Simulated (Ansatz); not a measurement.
# CoSi4Ru3: a trial structure relaxed, part 2 of 2

Where does this trial cell of CoSi4Ru3 go when cell and atoms are let free?

Ansatz 0.2.0; DFT PBE, scalar-relativistic, plane waves, PAW. Earlier steps stand in the parts before.

## (4) Full relaxation

The end of the coarse run is made exact in the group found at a tolerance of 0.06 Å and reduced to its primitive cell.

input.yaml

```yaml
crystal:
  lattice:
    - [4.1325200835, 0.0, 0.0]
    - [0.0, 4.1325200835, 0.0]
    - [0.0, 0.0, 5.7769782286]
  atoms:
    - { symbol: Co, position: [0.5, 0.5, 0.5], spin: 0.75 }
    - { symbol: Si, position: [0.0, 0.5, 0.254311319] }
    - { symbol: Si, position: [0.0, 0.5, 0.745688681] }
    - { symbol: Si, position: [0.5, 0.0, 0.254311319] }
    - { symbol: Si, position: [0.5, 0.0, 0.745688681] }
    - { symbol: Ru, position: [0.0, 0.0, 0.0] }
    - { symbol: Ru, position: [0.5, 0.5, 0.0] }
    - { symbol: Ru, position: [0.0, 0.0, 0.5], spin: 0.19 }
basis:
  ecutwfc: 420
kpoints:
  mp_grid: { grid: [10, 10, 8] }
hamiltonian:
  xc: pbe
scf:
  occupations: { method: gaussian, width: 0.1 }
output:
  forces: true
  stress: true
  eigenvalues: true
  populations: true
  write_density: true
  write_potential: true
  elf: true
  volumetric_format: npy
magnetization:
  spin_polarized: true
relax:
  adjacent_minimum: "off"
  f_tol: 0.01
  max_steps: 80
  cell: { stress_tol: 0.05 }
```

The run is started by

```sh
ansatz run input.yaml --threads 1 --pin off --max-ram 2560MiB --backend cpu --events-out ev --progress --plain --runs-dir out
```

The program printed (excerpt; [...] marks lines left out):

```text
Warning: RAYON_NUM_THREADS=1 ignored (pool sized by the plan → 1); use --threads N
[...]
Pseudopotentials: kind: paw
Pseudopotential: Co, paw, valence charge 17, recommended cutoff 420 eV (normal), Co.paw.azcp
Pseudopotential: Si, paw, valence charge 4, recommended cutoff 420 eV (normal), Si.paw.azcp
Pseudopotential: Ru, paw, valence charge 16, recommended cutoff 420 eV (normal), Ru.paw.azcp
Functional definition: PBE
[...]
Crystal: 8 atoms, lattice volume = 98.658 Å³
Basis set: ecut = 420 eV, 1923 PW (Γ), exchange–correlation on 60×60×80 points (8 copies of the dense FFT grid, shifted against one another)
Bands: 50, of which v1, the nominal top of the filled ones, is band 41 counted from 1 (40 counted from 0)
Symmetry: 16 space group operations
Space group: P4/mmm (ITA 123), of the structure as read, at distance tolerance 4.6e-5 Å
[...]
    - [0.0, 0.0, 5.798278885581763]
  atoms:
    - { symbol: Co, position: [0.5, 0.5, 0.49999999999999994] }
    - { symbol: Si, position: [7.271247020158557e-37, 0.5, 0.25463432447797074] }
    - { symbol: Si, position: [7.185912091804602e-37, 0.5, 0.7453656755220293] }
    - { symbol: Si, position: [0.5, 2.717384124770723e-37, 0.25463432447797074] }
    - { symbol: Si, position: [0.5, 2.717384124770723e-37, 0.7453656755220293] }
    - { symbol: Ru, position: [7.466806230969657e-39, 2.7458291008887224e-37, -9.383817365954062e-21] }
    - { symbol: Ru, position: [0.5, 0.5, -9.383817365954062e-21] }
    - { symbol: Ru, position: [-1.1660662397364281e-35, -1.182510991554635e-36, 0.49999999999999994] }
--- Löwdin populations: 8 sites ---
  site symbol       q [e]    m [muB]
     0     Co     16.5601     0.6445
     1     Si      3.8707     0.0022
     2     Si      3.8707     0.0022
     3     Si      3.8707     0.0022
     4     Si      3.8707     0.0022
     5     Ru     16.0175    -0.0529
     6     Ru     16.0572     0.0428
     7     Ru     16.0930     0.1838
  spilling = 0.009744 (of n_electrons = 81.000000)
```

Run time: 5.1 min. Hardware: 1 thread of AMD EPYC 7R43 (Zen 3), shared host; peak memory 0.97 GiB.

The steps of the relaxation:

```csv
step,energy from step 1 (eV/cell),largest force component (eV/Å),pressure (GPa),volume (Å³)
1,0.0000,0.0513,-0.02,98.66
2,-0.0012,0.0251,-0.07,98.66
3,-0.0019,0.0015,-0.02,98.64
4,-0.0019,0.0015,-0.02,98.64
```

Step 1 is the start. Step 4 repeats the geometry before it on a plane-wave basis chosen anew for that cell, so its energy need not be comparable with the rows above.

|  | before | after | change |
| --- | --- | --- | --- |
| a (Å) | 4.133 | 4.125 | -0.2 % |
| b (Å) | 4.133 | 4.125 | -0.2 % |
| c (Å) | 5.777 | 5.798 | +0.4 % |
| volume (Å³/atom) | 12.33 | 12.33 | 0.0 % |
| shortest distance (Å) | 2.507 | 2.505 | -0.1 % |
| space group (0.01 Å) | P4/mmm | P4/mmm | same |

The run keeps the 16 symmetry operations of the start, so it could not have lowered the symmetry.

Site by site:

| atom | moment in the atom's sphere (μB) | Löwdin electrons |
| --- | --- | --- |
| Co1 | 0.67 | 16.56 |
| Si2 | 0.00 | 3.87 |
| Si3 | 0.00 | 3.87 |
| Si4 | 0.00 | 3.87 |
| Si5 | 0.00 | 3.87 |
| Ru6 | -0.04 | 16.02 |
| Ru7 | 0.04 | 16.06 |
| Ru8 | 0.17 | 16.09 |

The Löwdin counts miss 0.79 of the 81 electrons, which the atomic orbitals do not span, so they are no charges.

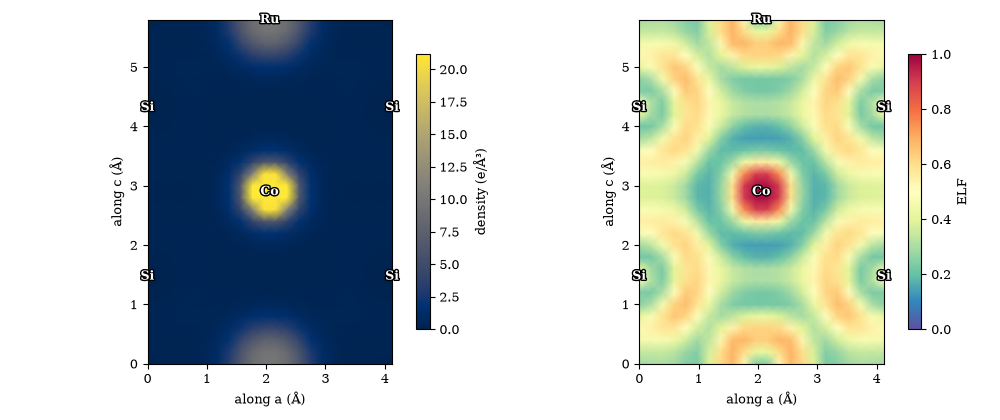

Density (left) and ELF (right) in a lattice plane of the grid's cell (edges 4.12 and 5.80 Å, at 0.500 of the third edge), which holds Co and Si and Ru. Only atoms in the plane are labelled; the density scale stops at 21.17 e/Å³. Both are smooth fields of the valence electrons: close to the nuclei they are not physical.

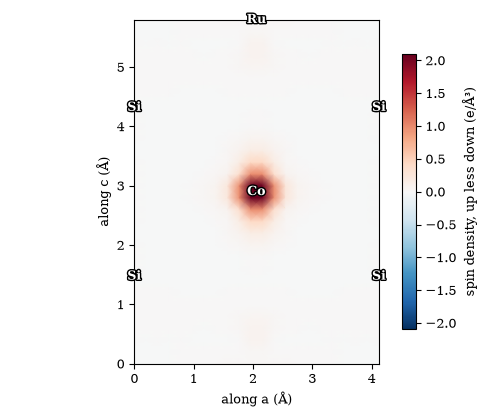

Spin density in a lattice plane of the grid's cell (edges 4.12 and 5.80 Å, at 0.500 of the third edge), which holds Co and Si and Ru.

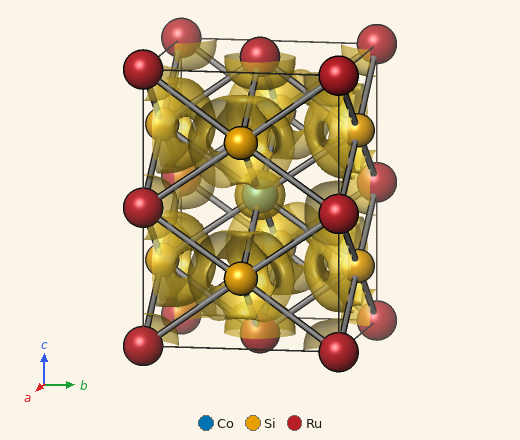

Surface of ELF = 0.56, drawn in one cell.

Outside the cores ELF peaks at 0.68 on the Si–Ru line, 0.9 Å from Si; 0.62 on the Si–Co line, 0.9 Å from Si.

## (5) Outcome

This closing draws on all 2 parts. Changes of volume or cell count from the first structure of part 1.

```
                              quantity                                                                      value
symmetry at the end (tolerance 0.05 Å)                                               space group P4/mmm (No. 123)
                     conventional cell  a = 4.125 Å, b = 4.125 Å, c = 5.798 Å, α = 90.00°, β = 90.00°, γ = 90.00°
                                volume                                                              12.33 Å³/atom
              energy over the elements                                                              -0.52 eV/atom
                       gap on the mesh                                                               none (metal)
                          total moment                                                               0.79 μB/cell
```

**Reading.** The space group P4/mmm (No. 123) is kept, and the volume per atom shrinks by 11.4 % from the first guess. It lies below the elements, which doesn't yet make it stable: competing phases were not computed in this session. No finished test with a distortion of lower symmetry is shown, so the end may be a saddle point. Other magnetic orders were not searched.
